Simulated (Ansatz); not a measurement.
**AlBFH4N: two geometries relaxed**

Aim: relax the geometries before and after the inversion of the pyramid at N1, and see whether they are two minima and how far apart in energy. SMILES of the start: [NH2][AlH][BH]F.

All numbers below are computed with Ansatz 0.2.0 (RKS PBE0/def2-SVP).

### Step 1. The structure to begin with

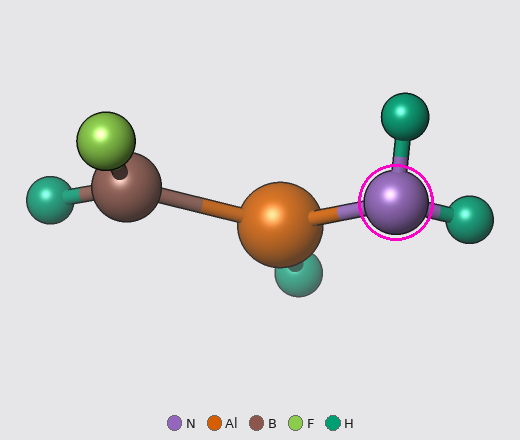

Start, viewed from a free direction; nitrogen purple, aluminium orange, boron brown, fluorine green, hydrogen teal. Ringed: N1.

As a file:

```xyz
8

N    -1.3207    1.0521    0.2308
Al    0.2669    0.1728    0.5530
B     0.7537   -1.4575   -0.6102
F    -0.0192   -1.8943   -1.6549
H    -1.3935    1.9052    0.8535
H    -1.3053    1.4994   -0.7504
H     1.2707    0.6762    1.7215
H     1.8396   -2.0111   -0.3992
```

### Step 2. Relaxing end A

File input.yaml:

```yaml
crystal:
  periodic: [false, false, false]
  atoms:
    - { symbol: "N", position_ang: [-1.3207, 1.0521, 0.2308] }
    - { symbol: Al, position_ang: [0.2669, 0.1728, 0.553] }
    - { symbol: B, position_ang: [0.7537, -1.4575, -0.6102] }
    - { symbol: F, position_ang: [-0.0192, -1.8943, -1.6549] }
    - { symbol: H, position_ang: [-1.3935, 1.9052, 0.8535] }
    - { symbol: H, position_ang: [-1.3053, 1.4994, -0.7504] }
    - { symbol: H, position_ang: [1.2707, 0.6762, 1.7215] }
    - { symbol: H, position_ang: [1.8396, -2.0111, -0.3992] }
basis:
  gaussian: { orbitals: def2-SVP }
hamiltonian:
  xc: pbe0
relax:
  f_tol: 0.015
  max_steps: 40
output:
  orbitals: {}
```

Run with:

```bash
$ ansatz run input.yaml --threads 1 --pin off --max-ram 2048MiB --backend cpu --events-out ev --progress --plain --runs-dir out
```

The program printed (excerpt; [...] marks lines left out):

```text
Warning: RAYON_NUM_THREADS=1 ignored (pool sized by the plan → 1); use --threads N
[...]
Functional definition: PBE0
[...]
853 factors; integrals over basis functions are off by at most 3.6e-4 eV
[...]
mean field -11531.57276041 eV, -423.7774825644 hartree, gradient 3.0e-5 eV, S^2 0.000000; 0 other end points of the search recorded, 0 dependent functions left out
[...]
reference -11531.57278997 eV, -423.7774836506 hartree; 19, 19 occupied and 61, 61 virtual orbitals, 853 factors
relax step   1: F+E_penalty+E_count = -11531.57276041 eV  Δ(F+E_penalty+E_count) = +0.000e0 eV  max|allowed force component| = 2.331e0 eV/Å  Δτ_max = 0.0000 Å  (26 SCF iters, accepted)
[...]
relax step   3: F+E_penalty+E_count = -11531.90256094 eV  Δ(F+E_penalty+E_count) = -4.201e-2 eV  max|allowed force component| = 2.730e0 eV/Å  Δτ_max = 0.1927 Å  (29 SCF iters, accepted)
[...]
relax step   5: F+E_penalty+E_count = -11532.07332426 eV  Δ(F+E_penalty+E_count) = +3.824e-3 eV  max|allowed force component| = 7.673e-1 eV/Å  Δτ_max = 0.1996 Å  (29 SCF iters, rejected (line search))
[...]
relax step   7: F+E_penalty+E_count = -11532.18348360 eV  Δ(F+E_penalty+E_count) = -3.158e-3 eV  max|allowed force component| = 4.623e-2 eV/Å  Δτ_max = 0.0210 Å  (30 SCF iters, accepted)
[...]
relax step   9: F+E_penalty+E_count = -11532.18461734 eV  Δ(F+E_penalty+E_count) = -4.726e-4 eV  max|allowed force component| = 1.131e-2 eV/Å  Δτ_max = 0.0200 Å  (31 SCF iters, accepted)
[...]
relax step  10: F+E_penalty+E_count = -11532.18476624 eV  Δ(F+E_penalty+E_count) = -1.489e-4 eV  max|allowed force component| = 5.335e-3 eV/Å  Δτ_max = 0.0191 Å  (30 SCF iters, accepted)
853 factors; integrals over basis functions are off by at most 3.8e-4 eV
[...]
mean field -11532.18476624 eV, -423.7999733637 hartree, gradient 6.3e-6 eV, S^2 0.000000; 1 other end points of the search recorded, 0 dependent functions left out
[...]
reference -11532.18479544 eV, -423.7999744368 hartree; 19, 19 occupied and 61, 61 virtual orbitals, 853 factors
Total energy: -11532.18479544 eV, -423.7999744368 hartree
Atom 0 at    -1.040105     1.249427     0.180340 Å, force    -0.002623     0.001210     0.000764 eV/Å
Atom 1 at     0.353336     0.238118     0.622709 Å, force     0.003262     0.000922     0.002866 eV/Å
Atom 2 at     0.824000    -1.447005    -0.651198 Å, force    -0.005335    -0.000653    -0.003910 eV/Å
Atom 3 at     0.033690    -1.718253    -1.685338 Å, force     0.003028     0.002412     0.003369 eV/Å
Atom 4 at    -1.362339     2.065842     0.689624 Å, force    -0.000508    -0.001244    -0.002762 eV/Å
Atom 5 at    -1.636264     1.092482    -0.625858 Å, force     0.003135     0.000554     0.004142 eV/Å
Atom 6 at     1.148909     0.667812     1.935921 Å, force    -0.003533    -0.000999    -0.005225 eV/Å
Atom 7 at     1.770973    -2.205623    -0.522099 Å, force     0.002574    -0.002201     0.000757 eV/Å
Dipole moment:    -0.192221     0.170963    -0.034138 e Å
```

Run time: 42 s. Hardware: 1 thread of Intel Xeon at 2.70GHz, shared host; peak memory 0.16 GiB.

The steps of the relaxation:

```csv
step,energy from step 1 (eV),largest force component (eV/Å)
1,0.0000,2.3311
2,-0.2878,2.0322
3,-0.3298,2.7304
4,-0.5044,1.6976
5x,-0.5006,0.7673
6,-0.6076,0.1262
7,-0.6107,0.0462
8,-0.6114,0.0364
9,-0.6119,0.0113
10,-0.6120,0.0053
```

Step 1 is the start. 1 step was tried and not accepted (5; marked x where the table lists them).

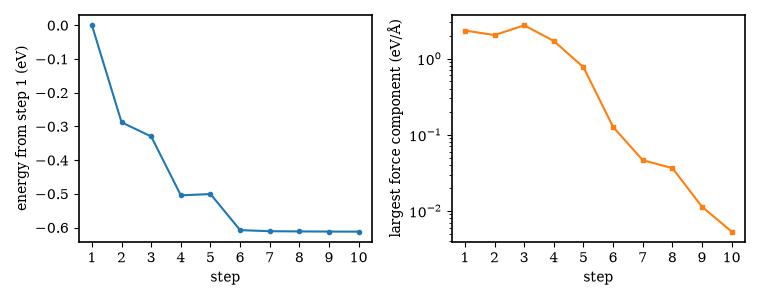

Energy and largest force along the relaxation.

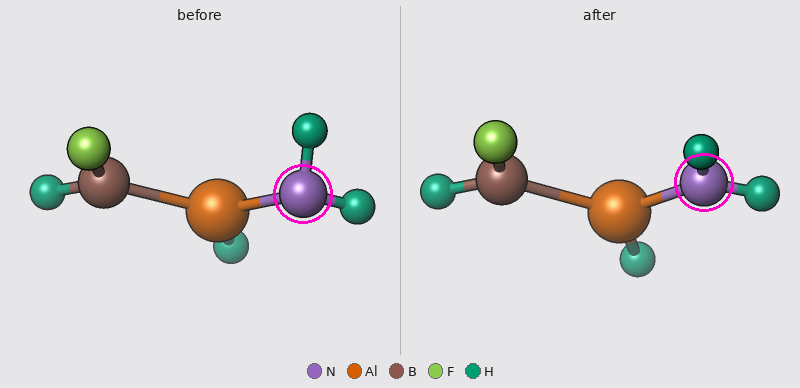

The structure before (left) and after (right), drawn at the same scale.

After: Bond lengths: N1–Al2 1.778 Å, Al2–B3 2.164 Å, B3–F4 1.330 Å, N1–H5 1.015 Å, N1–H6 1.015 Å, Al2–H7 1.594 Å, B3–H8 1.220 Å. Angles: N1–Al2–B3 117.8°, N1–Al2–H7 116.3°, B3–Al2–H7 125.9°, Al2–N1–H5 125.6°, Al2–N1–H6 124.8°, H5–N1–H6 109.7°, Al2–B3–F4 119.2°, Al2–B3–H8 126.2°, F4–B3–H8 114.6°.

### Step 3. End point B

The second end starts from a geometry with the move made by hand.

Edit input.yaml of step 2 so:

```diff
@@ -7,4 +7,4 @@
     - { symbol: F, position_ang: [-0.0192, -1.8943, -1.6549] }
-    - { symbol: H, position_ang: [-1.3935, 1.9052, 0.8535] }
-    - { symbol: H, position_ang: [-1.3053, 1.4994, -0.7504] }
+    - { symbol: H, position_ang: [-1.95168, 0.97958, 1.07782] }
+    - { symbol: H, position_ang: [-1.89408, 0.52305, -0.51379] }
     - { symbol: H, position_ang: [1.2707, 0.6762, 1.7215] }
@@ -18,3 +18 @@
   max_steps: 40
-output:
-  orbitals: {}
```

Run with:

```bash
$ ansatz run input.yaml --threads 1 --pin off --max-ram 2048MiB --backend cpu --events-out ev --progress --plain --runs-dir out
```

The program printed (excerpt; [...] marks lines left out):

```text
Warning: RAYON_NUM_THREADS=1 ignored (pool sized by the plan → 1); use --threads N
[...]
[... 1 set-up line as earlier in the session ...]
[...]
854 factors; integrals over basis functions are off by at most 3.8e-4 eV
[...]
mean field -11531.56658321 eV, -423.7772555563 hartree, gradient 4.3e-5 eV, S^2 0.000000; 0 other end points of the search recorded, 0 dependent functions left out
[...]
reference -11531.56661232 eV, -423.7772566262 hartree; 19, 19 occupied and 61, 61 virtual orbitals, 854 factors
relax step   1: F+E_penalty+E_count = -11531.56658321 eV  Δ(F+E_penalty+E_count) = +0.000e0 eV  max|allowed force component| = 2.089e0 eV/Å  Δτ_max = 0.0000 Å  (27 SCF iters, accepted)
[...]
relax step   4: F+E_penalty+E_count = -11532.06890045 eV  Δ(F+E_penalty+E_count) = -3.857e-2 eV  max|allowed force component| = 2.141e0 eV/Å  Δτ_max = 0.1500 Å  (29 SCF iters, accepted)
[...]
reference -11532.18482366 eV, -423.7999754739 hartree; 19, 19 occupied and 61, 61 virtual orbitals, 854 factors
Total energy: -11532.18482366 eV, -423.7999754739 hartree
Atom 0 at    -1.393675     0.768532     0.362780 Å, force    -0.000739     0.000332    -0.002275 eV/Å
Atom 1 at     0.226935     0.087850     0.629999 Å, force    -0.006238     0.005750     0.000931 eV/Å
Atom 2 at     0.880235    -1.505105    -0.680898 Å, force    -0.005745    -0.005458    -0.001609 eV/Å
Atom 3 at     0.073715    -1.909783    -1.657345 Å, force     0.005331     0.000768     0.001882 eV/Å
Atom 4 at    -1.818480     1.513174     0.905712 Å, force     0.001633    -0.000923    -0.000122 eV/Å
Atom 5 at    -2.035649     0.467152    -0.363255 Å, force     0.006147    -0.000992     0.004158 eV/Å
Atom 6 at     1.067142     0.717386     1.829411 Å, force    -0.000613    -0.001110    -0.000879 eV/Å
Atom 7 at     1.945018    -2.098376    -0.621373 Å, force     0.000224     0.001633    -0.002086 eV/Å
Dipole moment:    -0.227640     0.121994    -0.007668 e Å
```

Wall time 56 s (1 thread of Intel Xeon at 2.70GHz, shared host); peak memory 0.16 GiB.

The steps of the relaxation:

```csv
step,energy from step 1 (eV),largest force component (eV/Å)
1,0.0000,2.0893
2,-0.2752,1.3507
3,-0.4638,0.9938
4,-0.5023,2.1411
5,-0.5955,0.9259
6,-0.6144,0.2467
7,-0.6174,0.0451
8,-0.6180,0.0393
9,-0.6180,0.0348
10,-0.6181,0.0172
11,-0.6181,0.0018
12,-0.6182,0.0216
13,-0.6182,0.0221
14,-0.6182,0.0062
```

Step 1 is the start.

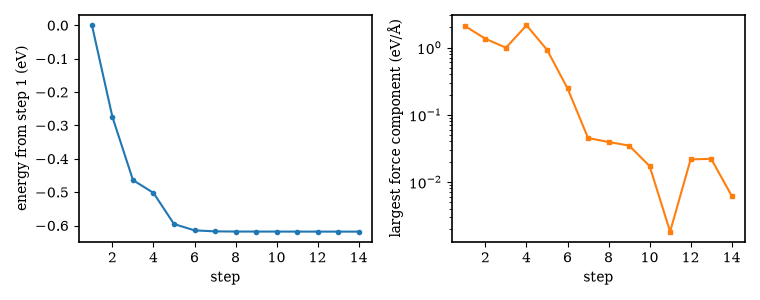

How energy and force went from step to step.

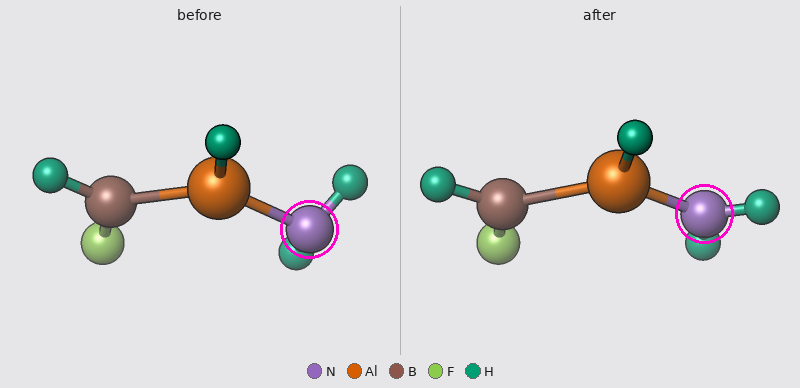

The structure before (left) and after (right), drawn at the same scale.

After: Bond lengths: N1–Al2 1.778 Å, Al2–B3 2.164 Å, B3–F4 1.330 Å, N1–H5 1.015 Å, N1–H6 1.015 Å, Al2–H7 1.594 Å, B3–H8 1.220 Å. Angles: N1–Al2–B3 117.8°, N1–Al2–H7 116.3°, B3–Al2–H7 126.0°, Al2–N1–H5 125.6°, Al2–N1–H6 124.8°, H5–N1–H6 109.6°, Al2–B3–F4 119.1°, Al2–B3–H8 126.3°, F4–B3–H8 114.7°.

### Step 4. What came out

| quantity | value |
| --- | --- |
| end A | 8 moves, 0.612 eV lower |
| end B | 13 moves, 0.618 eV lower |
| largest difference between the ends | 0.07 Å |
| end B relative to end A | -0.000 eV |

Both starts fell into the same minimum (no atom differs by more than 0.07 Å), so from this start no second minimum was found and no band was run; another arrangement could still be one.
